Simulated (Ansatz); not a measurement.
Consider FOSi₂ (SMILES F[Si]O[Si]) (doublet).

```yaml
atoms:
  - { symbol: F, position_ang: [-0.9178, -0.2407, -2.7249] }
  - { symbol: O, position_ang: [0.4053, -0.2375, -0.5678] }
  - { symbol: Si, position_ang: [0.2979, 0.6081, -2.0216] }
  - { symbol: Si, position_ang: [0.5210, -1.0595, 0.8637] }
```

Geometry: r2SCAN-D4/def2-SVP.

Method: Ansatz 0.2.0, isolated molecule in a Gaussian basis; Kohn-Sham density functional theory, functional PBE0.

**Predict the electron density, electron localisation function and spin density between the atoms.**

Si–F (1.64 Å): ρ at the midpoint is about 1.1 e/Å³; the ELF peaks at about 0.85 in the valence shell of F, 0.6 Å from its nucleus, and is about 0.55 at the midpoint.
Si–O (1.65 Å): the density is about 1.1 e/Å³ at the midpoint; the ELF peaks at about 0.85 between the atoms: a shared but strongly polarised pair.
The unpaired spin (1 electron) lies mostly on Si4 (about 0.9) and Si3 (about 0.1), in electrons by Hirshfeld's partition.

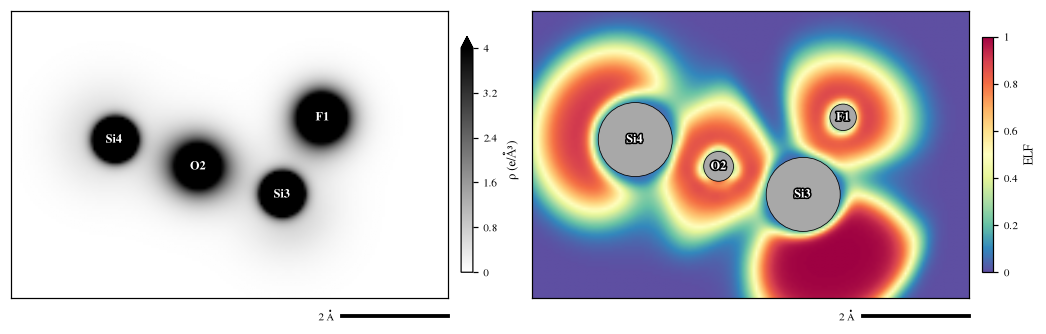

Computed electron density and electron localisation function on the molecular plane, in this order. Grey discs cover the atomic cores in the ELF map. 
